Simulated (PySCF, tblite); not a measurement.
# C₆H₁₆OSSi: geometry, infrared bands and NMR shifts

Wanted: the infrared bands and NMR shifts of C₆H₁₆OSSi (`CC[S@@](=O)CC[C@@H](C)[SiH3]`), by calculation.

Computed with tblite 0.8.0 and PySCF 2.14.0, with density-fitted response routines of our own, on a single molecule in the gas phase. Atoms are numbered from 0 throughout.

### 1 Starting geometry

25 atoms, charge 0, multiplicity 1; geometry from: force field or distance geometry start.

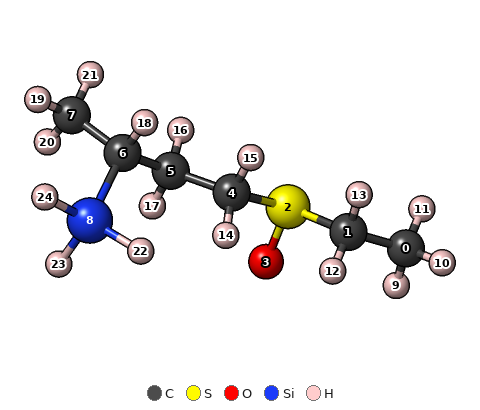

As it starts; carbon dark grey, sulfur yellow, oxygen red, silicon blue, hydrogen pink, atoms numbered.

### 2 Geometry optimisation with GFN2-xTB

What the job is given:

```
{"job": {"kind": "relax", "xc": "GFN2-xTB", "basis": "xTB"}, "charge": 0, "multiplicity": 1}
C      4.445100     0.337800     0.019000
C      3.051100    -0.182900     0.346700
S      1.781300     0.972900    -0.201300
O      1.756000     0.950700    -1.713300
C      0.356500    -0.025400     0.383300
C     -0.964900     0.678600     0.035800
C     -2.210200    -0.040400     0.591600
C     -3.405600     0.922600     0.549700
Si    -2.609400    -1.711200    -0.254000
H      4.558100     0.466000    -1.056200
H      5.201200    -0.358300     0.368600
H      4.613400     1.307700     0.496500
H      2.884300    -1.152600    -0.118800
H      2.959100    -0.312500     1.436100
H      0.422900    -0.994900    -0.102000
H      0.456700    -0.146400     1.471000
H     -0.921600     1.696700     0.462800
H     -1.049900     0.799500    -1.049100
H     -2.029700    -0.276100     1.657800
H     -4.302300     0.463900     0.989600
H     -3.655000     1.215200    -0.479600
H     -3.201400     1.834200     1.113400
H     -1.458400    -2.623200    -0.064200
H     -2.875300    -1.495600    -1.700800
H     -3.813000    -2.302200     0.384800
```

Command:

```bash
OMP_NUM_THREADS=1 python probes_run.py task.json out
```

This one command runs all jobs of the session in turn.

Output:

```text
step      E/eV     max force
  0    -816.90504    2.452
  1    -817.00735    1.007
  2    -817.02677    0.326
  3    -817.03661    0.155
  4    -817.04004    0.181
  5    -817.04348    0.146
  6    -817.04507    0.088
  7    -817.04643    0.074
  8    -817.04744    0.077
  9    -817.04834    0.071
 10    -817.04915    0.061
 11    -817.05001    0.071
 12    -817.05089    0.068
 13    -817.05170    0.072
 14    -817.05238    0.056
 15    -817.05295    0.046
 16    -817.05349    0.047
 17    -817.05398    0.050
 18    -817.05437    0.036
 19    -817.05463    0.028
 20    -817.05481    0.026
 21    -817.05498    0.030
 22    -817.05517    0.026
 23    -817.05535    0.027
 24    -817.05551    0.023
 25    -817.05564    0.027
 26    -817.05576    0.026
 27    -817.05591    0.028
 28    -817.05606    0.030
 29    -817.05618    0.031
 30    -817.05630    0.031
 31    -817.05642    0.029
 32    -817.05658    0.034
 33    -817.05677    0.034
 34    -817.05698    0.044
 35    -817.05722    0.038
 36    -817.05748    0.041
 37    -817.05772    0.033
 38    -817.05794    0.029
 39    -817.05814    0.033
 40    -817.05835    0.037
 41    -817.05855    0.035
 42    -817.05873    0.027
 43    -817.05889    0.030
 44    -817.05907    0.037
 45    -817.05927    0.044
 46    -817.05945    0.037
 47    -817.05960    0.027
 48    -817.05971    0.023
 49    -817.05982    0.026
 50    -817.05994    0.024
 51    -817.06007    0.028
 52    -817.06020    0.031
 53    -817.06033    0.029
 54    -817.06049    0.038
 55    -817.06066    0.032
 56    -817.06083    0.028
 57    -817.06100    0.029
 58    -817.06119    0.030
 59    -817.06142    0.037
 60    -817.06169    0.038
 61    -817.06195    0.035
 62    -817.06220    0.032
 63    -817.06246    0.035
 64    -817.06276    0.037
 65    -817.06308    0.036
 66    -817.06338    0.035
 67    -817.06366    0.032
 68    -817.06392    0.040
 69    -817.06416    0.045
 70    -817.06446    0.045
 71    -817.06487    0.031
 72    -817.06506    0.036
 73    -817.06541    0.036
 74    -817.06573    0.037
 75    -817.06604    0.035
 76    -817.06627    0.032
 77    -817.06649    0.035
 78    -817.06675    0.032
 79    -817.06702    0.048
 80    -817.06729    0.038
 81    -817.06755    0.024
 82    -817.06767    0.023
 83    -817.06785    0.027
 84    -817.06799    0.026
 85    -817.06812    0.022
 86    -817.06824    0.024
 87    -817.06839    0.028
 88    -817.06857    0.029
 89    -817.06874    0.028
 90    -817.06886    0.020
 91    -817.06893    0.017
 92    -817.06899    0.016
 93    -817.06904    0.014
 94    -817.06909    0.016
 95    -817.06913    0.017
 96    -817.06919    0.017
 97    -817.06925    0.018
 98    -817.06934    0.015
 99    -817.06940    0.016
100    -817.06946    0.013
101    -817.06951    0.012
102    -817.06955    0.011
103    -817.06958    0.009
```

Run time: 1.1 s. Hardware: 1 thread of Arm Neoverse V1, shared host; peak memory 0.18 GiB.

The steps of the relaxation: (not every step is listed)

```tsv
step	energy from step 0 (eV)	largest force (eV/Å)
0	0.0000	2.4523
1	-0.1023	1.0069
2	-0.1217	0.3256
3	-0.1316	0.1555
4	-0.1350	0.1809
5	-0.1384	0.1457
6	-0.1400	0.0875
7	-0.1414	0.0743
8	-0.1424	0.0775
17	-0.1489	0.0502
26	-0.1507	0.0256
35	-0.1522	0.0383
44	-0.1540	0.0372
53	-0.1553	0.0292
62	-0.1572	0.0323
71	-0.1598	0.0309
80	-0.1622	0.0383
89	-0.1637	0.0283
98	-0.1643	0.0153
99	-0.1644	0.0155
100	-0.1644	0.0127
101	-0.1645	0.0116
102	-0.1645	0.0107
103	-0.1645	0.0093
```

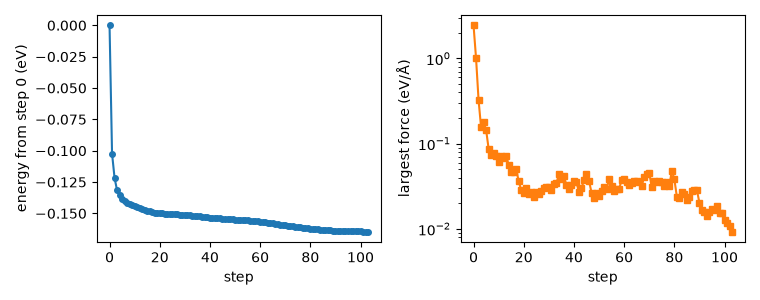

Energy and force, step by step.

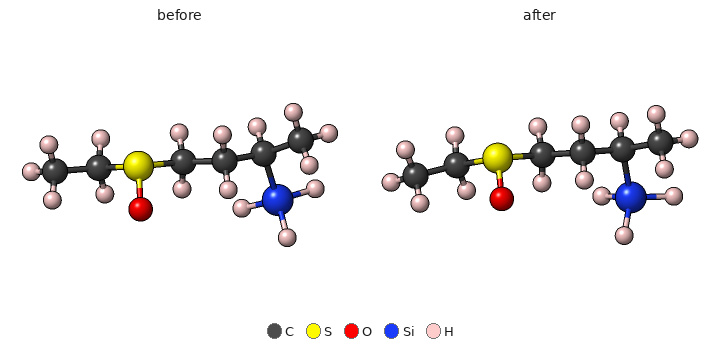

Before and after, at one scale.

Close pairs (by a distance rule), those that changed most:

```tsv
bond	before (Å)	after (Å)	change (Å)
C1–S2	1.802	1.862	+0.060
S2–O3	1.512	1.463	-0.049
Si8–H23	1.487	1.462	-0.025
S2–C4	1.835	1.859	+0.023
Si8–H24	1.485	1.463	-0.022
C4–C5	1.537	1.517	-0.020
Si8–H22	1.481	1.467	-0.014
C1–H13	1.101	1.088	-0.013
```

The next job starts from the end point, and lists it.

### 3 Harmonic vibrations with GFN2-xTB

What the job is given:

```
{"job": {"kind": "ir", "xc": "GFN2-xTB", "basis": "xTB"}, "charge": 0, "multiplicity": 1}
C      4.377581     0.271617    -0.186807
C      3.060590    -0.222130     0.377873
S      1.745530     1.033101    -0.025633
O      1.656691     1.061872    -1.485981
C      0.319771    -0.014276     0.544667
C     -0.962628     0.732301     0.227679
C     -2.230044    -0.014494     0.652064
C     -3.444536     0.882127     0.415569
Si    -2.445718    -1.687713    -0.247873
H      4.266291     0.452349    -1.254147
H      5.167052    -0.462381    -0.036673
H      4.672151     1.203938     0.290066
H      2.773378    -1.171076    -0.070955
H      3.087689    -0.311488     1.462207
H      0.366437    -0.963090     0.013854
H      0.440912    -0.173950     1.614944
H     -0.931549     1.705949     0.729144
H     -0.991171     0.923220    -0.847833
H     -2.160093    -0.200705     1.730504
H     -4.358039     0.394334     0.747818
H     -3.547456     1.113774    -0.642465
H     -3.344116     1.821651     0.958769
H     -1.519659    -2.679738     0.308389
H     -2.196460    -1.510470    -1.677478
H     -3.813539    -2.160576    -0.030403
```

Output:

```text
mode    cm-1     km/mol
  1      26.4      3.03
  2      37.7      1.89
  3      61.1      1.88
  4      73.2      1.53
  5      87.9      0.04
  6     130.9      0.07
  7     174.4      0.96
  8     187.0      1.70
  9     203.7      0.37
 10     220.8      0.16
 11     258.1      3.00
 12     303.2      0.97
 13     306.3      0.56
 14     361.1      8.23
 15     393.4      3.20
 16     419.3     14.94
 17     550.6     55.81
 18     557.0     88.71
 19     636.2     47.17
 20     664.3     23.47
 21     707.2     35.34
 22     771.9     18.83
 23     775.9    187.61
 24     782.6    303.59
 25     797.1     94.32
 26     811.0    193.31
 27     932.5      1.89
 28     952.4      7.56
 29     980.4     13.36
 30    1008.7      2.50
 31    1015.0      3.48
 32    1072.0      9.03
 33    1075.4     10.22
 34    1087.3      4.10
 35    1112.0      7.76
 36    1135.7    263.32
 37    1142.5      4.44
 38    1187.1      0.39
 39    1220.8      2.20
 40    1227.2      2.36
 41    1253.2      4.72
 42    1289.4      0.32
 43    1305.4      1.20
 44    1345.0      0.42
 45    1405.7      4.73
 46    1421.2      0.94
 47    1431.8      0.44
 48    1441.0      0.60
 49    1487.9      4.89
 50    1495.0      5.01
 51    1499.0      0.83
 52    1507.2      1.72
 53    1512.6      4.03
 54    2236.0    334.34
 55    2266.7    314.24
 56    2280.4    266.09
 57    2910.8     50.16
 58    2934.8     42.13
 59    2977.8     12.56
 60    2998.9     11.94
 61    3001.9     42.57
 62    3004.5     10.38
 63    3006.2     23.34
 64    3009.2     41.69
 65    3024.5     38.16
 66    3027.0     46.40
 67    3034.2     30.61
 68    3038.3     30.87
 69    3040.9     12.26
```

Wall time 1.3 s (1 thread of Arm Neoverse V1, shared host); peak memory 0.18 GiB.

The strongest bands and the atoms that carry them (share of the mass-weighted mode):

```tsv
cm⁻¹	km/mol	atoms
776	187.6	H23 55 %, H22 26 %, H24 10 %
783	303.6	H24 37 %, H23 34 %, H22 20 %
797	94.3	H12 14 %, H13 12 %
811	193.3	H22 42 %, H24 37 %
1136	263.3	O3 61 %, S2 33 %
2236	334.3	H22 96 %
2267	314.2	H24 96 %
2280	266.1	H23 97 %
```

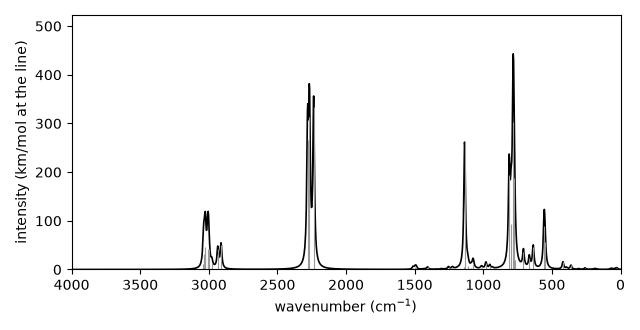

The infrared spectrum from these modes, unscaled. Lines are broadened to a width of 14 cm⁻¹ (Lorentzian).

### 4 NMR shieldings: PBE0/pcSseg-1

The job, as its differences from that of step 3:

```diff
@@ -1,2 +1,2 @@
-{"job": {"kind": "ir", "xc": "GFN2-xTB", "basis": "xTB"}, "charge": 0, "multiplicity": 1}
+{"job": {"kind": "nmr", "xc": "PBE0", "basis": "pcSseg-1"}, "charge": 0, "multiplicity": 1}
 C      4.377581     0.271617    -0.186807
```

Level: GIAO PBE0/pcSseg-1 NMR shielding, non-relativistic, gas phase.

Output:

```text
coarse grid: 20776 points
cycle   1  E = -1000.1766923538  dE =  9.684e-01  |g| = 9.311e-01  |ddm| = 4.421e+00
cycle   2  E = -999.4543030871  dE =  7.224e-01  |g| = 2.072e+00  |ddm| = 3.664e+00
cycle   3  E = -1000.3365933934  dE = -8.823e-01  |g| = 2.676e-01  |ddm| = 3.109e+00
cycle   4  E = -1000.3518563128  dE = -1.526e-02  |g| = 1.080e-01  |ddm| = 3.662e-01
cycle   5  E = -1000.3546660214  dE = -2.810e-03  |g| = 1.977e-02  |ddm| = 1.182e-01
cycle   6  E = -1000.3547555782  dE = -8.956e-05  |g| = 6.193e-03  |ddm| = 2.595e-02
cycle   7  E = -1000.3547646838  dE = -9.106e-06  |g| = 1.115e-03  |ddm| = 7.067e-03
final grid: 188080 points
cycle   8  E = -1000.4220082878  dE = -4.386e-05  |g| = 1.323e-02  |ddm| = 3.606e-02
cycle   9  E = -1000.4219516774  dE =  5.661e-05  |g| = 2.077e-02  |ddm| = 3.159e-02
cycle  10  E = -1000.4220471648  dE = -9.549e-05  |g| = 3.656e-03  |ddm| = 2.253e-02
cycle  11  E = -1000.4220497975  dE = -2.633e-06  |g| = 2.724e-04  |ddm| = 3.405e-03
cycle  12  E = -1000.4220498126  dE = -1.509e-08  |g| = 1.435e-04  |ddm| = 4.879e-04
cycle  13  E = -1000.4220498174  dE = -4.808e-09  |g| = 2.951e-05  |ddm| = 1.513e-04
cycle  14  E = -1000.4220498176  dE = -2.026e-10  |g| = 5.726e-06  |ddm| = 3.660e-05
converged SCF energy = -1000.4220498176

GIAO shielding tensors (ppm)
atom      isotropic    diamagn.    paramagn.     s11        s22        s33       span
  0 C      176.797     244.187     -67.389    164.399    178.028    187.965     23.567
  1 C      130.333     257.728    -127.395    109.106    111.702    170.191     61.085
  2 S      174.586    1056.776    -882.190     19.154    113.104    391.500    372.346
  3 O      305.878     399.925     -94.047     75.320    375.235    467.079    391.760
  4 C      122.912     258.473    -135.561     99.526    104.117    165.094     65.568
  5 C      151.702     252.430    -100.728    129.314    152.470    173.321     44.007
  6 C      166.713     249.748     -83.035    156.031    166.128    177.981     21.950
  7 C      164.601     244.284     -79.682    145.546    160.984    187.275     41.729
  8 Si     412.409     881.141    -468.732    371.458    397.303    468.467     97.009
  9 H       29.814      28.027       1.787     24.770     29.799     34.871     10.101
 10 H       30.295      25.109       5.186     25.425     27.443     38.018     12.593
 11 H       30.643      27.208       3.436     26.042     28.427     37.460     11.419
 12 H       29.198      35.090      -5.892     24.280     30.526     32.788      8.508
 13 H       29.508      33.838      -4.330     24.810     30.044     33.671      8.861
 14 H       29.254      37.381      -8.128     23.835     30.814     33.112      9.277
 15 H       29.615      36.489      -6.874     25.424     31.327     32.096      6.672
 16 H       30.022      34.945      -4.924     24.506     30.891     34.668     10.162
 17 H       29.730      35.482      -5.753     25.202     30.611     33.376      8.174
 18 H       30.686      33.184      -2.498     26.543     29.719     35.796      9.253
 19 H       30.319      27.559       2.761     25.185     28.020     37.753     12.568
 20 H       30.596      29.060       1.536     26.976     28.581     36.233      9.257
 21 H       30.319      28.750       1.570     25.634     28.136     37.188     11.555
 22 H       27.604      30.833      -3.230     23.543     26.862     32.407      8.864
 23 H       28.057      30.563      -2.506     24.818     26.778     32.574      7.755
 24 H       28.016      30.196      -2.181     24.405     25.952     33.690      9.285
```

It took 73 s on 1 thread of Arm Neoverse V1, shared host; peak memory 1.1 GiB.

Shifts follow as δ = σ(reference) − σ, with reference shieldings (ppm) from runs at the same level and on the same kind of geometry: ¹H TMS 31.72, ¹³C TMS 186.9, ²⁹Si TMS 349.2, ¹⁷O H2O 336.1, ³³S CS2 504. The references are single molecules in the gas phase, so shifts against H2O, NH3, PH3, H3PO4 or CFCl3 are not on the usual liquid scales and can be off by tens of ppm. Atoms listed in one row are averaged.

```tsv
atoms	environment	σ (ppm)	δ (ppm)	δ scaled to CDCl3
C4	sp3 CH2 bonded to S	122.9	64.0	56.2
C1	sp3 CH2 bonded to S	130.3	56.6	48.9
C5	sp3 CH2	151.7	35.2	32.5
C7	methyl carbon	164.6	22.3	19.9
C6	sp3 CH bonded to Si	166.7	20.2	17.8
C0	methyl carbon	176.8	10.1	8.0
H22, H23, H24	hydrogen on a silicon bonded to C	27.89	3.82	–
H12	hydrogen on an sp3 CH2 bonded to S	29.20	2.52	2.48
H14	hydrogen on an sp3 CH2 bonded to S	29.25	2.46	2.43
H13	hydrogen on an sp3 CH2 bonded to S	29.51	2.21	2.19
H15	hydrogen on an sp3 CH2 bonded to S	29.62	2.10	2.09
H17	hydrogen on an sp3 CH2	29.73	1.99	1.98
H16	hydrogen on an sp3 CH2	30.02	1.70	1.70
H9, H10, H11	hydrogen on a methyl carbon	30.25	1.47	1.49
H19, H20, H21	hydrogen on a methyl carbon	30.41	1.31	1.34
H18	hydrogen on an sp3 CH bonded to Si	30.69	1.03	1.08
S2	sulfoxide sulfur	175	329	–
O3	S=O oxygen	305.9	30.2	–
Si8	silicon bonded to C, 3 H	412.4	-63.3	–
```

The scaled column applies a straight-line fit of computed shieldings to shifts measured in CDCl3, with any fitted terms for Cl, Br or S neighbours (root-mean-square error 0.16 ppm for H, 1.9 ppm for C).

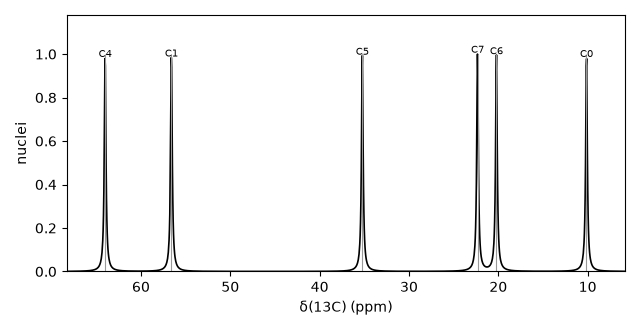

¹³C lines at the computed shifts, without couplings. Lines are broadened to a width of 0.22 ppm (Lorentzian).

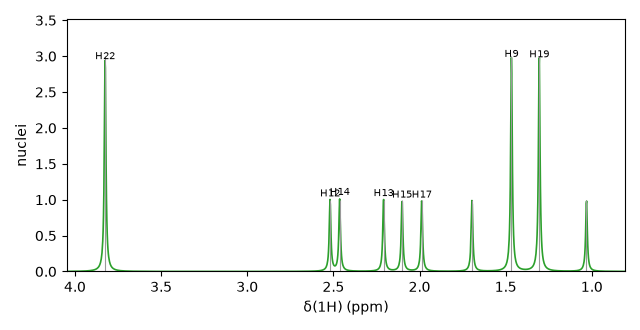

¹H lines at the computed shifts, without couplings. Lines are broadened to a width of 0.01 ppm (Lorentzian).

Charges from the same density, by scheme (e):

```tsv
atoms	Mulliken	IAO	Hirshfeld	ESP fit
C0	-0.27	-0.43	-0.12	-0.28
C1	-0.40	-0.40	-0.08	0.07
S2	0.62	1.07	0.34	0.21
O3	-0.62	-0.91	-0.36	-0.44
C4	-0.37	-0.40	-0.08	-0.49
C5	-0.20	-0.25	-0.07	0.25
C6	-0.57	-0.36	-0.10	-0.02
C7	-0.22	-0.41	-0.12	-0.48
Si8	0.49	0.58	0.31	0.33
```

ESP fit charges:

C0 -0.28; C1 0.07; S2 0.21; O3 -0.44; C4 -0.49; C5 0.25; C6 -0.02; C7 -0.48; Si8 0.33; H9 0.12; H10 0.07; H11 0.09; H12 0.06; H13 0.04; H14 0.19; H15 0.15; H16 0.00; H17 0.02; H18 0.05; H19 0.14; H20 0.12; H21 0.12; H22 -0.13; H23 -0.08; H24 -0.09

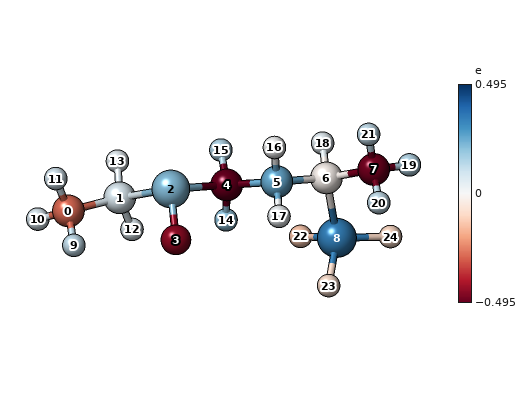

ESP fit charges, as colours on the atoms.

Mayer bond orders: C0–C1 1.05, C1–S2 0.87, S2–O3 1.52, S2–C4 0.89, C4–C5 1.02, C5–C6 1.01, C6–C7 1.05, C6–Si8 0.88.

Orbitals, density, ELF and potential are computed afterwards from the orbital file.

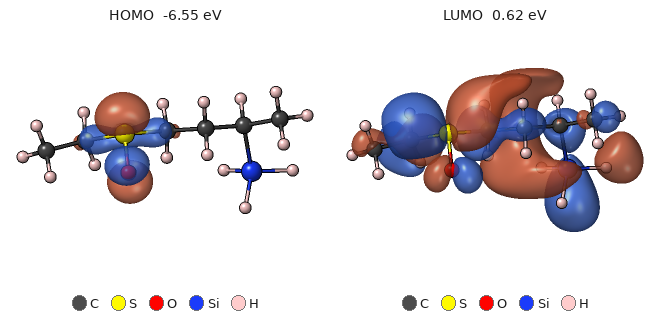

Frontier orbitals at PBE0/pcSseg-1; each surface holds 70 % of the orbital's density, blue and red mark the sign.

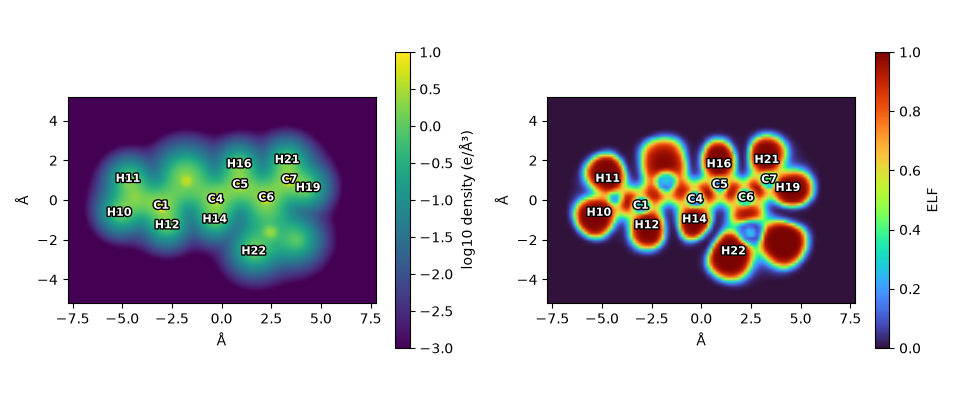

Density (left) and ELF (right) in a plane through or near 13 of the atoms.

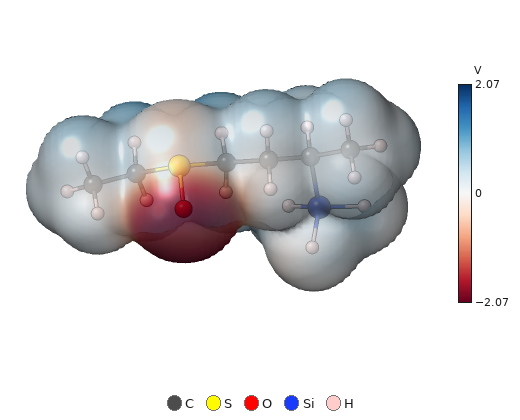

The potential that a unit positive charge feels on the 0.002 e/bohr³ surface, from -2.07 V near O3 to 1.14 V near H15.

### 5 Results

| quantity | value |
| --- | --- |
| strongest single infrared mode (GFN2-xTB) | 2236 cm⁻¹, 334 km/mol |
| zero-point energy (GFN2-xTB) | 128.1 kcal/mol |
| ¹³C shifts against TMS (PBE0/pcSseg-1) | 64.0, 56.6, 35.2, 22.3, 20.2, 10.1 ppm |
| ¹H shifts against TMS (PBE0/pcSseg-1, means over atoms taken as alike) | 3.82, 2.52, 2.46, 2.21, 2.10, 1.99, 1.70, 1.47, 1.31, 1.03 ppm |
| ³³S shifts against CS2 (PBE0/pcSseg-1) | 329 ppm |
| ¹⁷O shifts against H2O (PBE0/pcSseg-1) | 30.2 ppm |
| ²⁹Si shifts against TMS (PBE0/pcSseg-1) | -63.3 ppm |
| surface potential, least and greatest | -2.07 V and 1.14 V |

In words: Over 103 steps the energy fell by 0.165 eV; of the close pairs, C1–S2 changed most, 1.802 to 1.862 Å. All 69 modes are real, so the xTB geometry is a minimum. The strongest single mode, at 2236 cm⁻¹, moves mainly H22. GFN2-xTB is a fitted tight-binding method: band positions and strengths are rough. Its intensities can rank the bands wrongly.
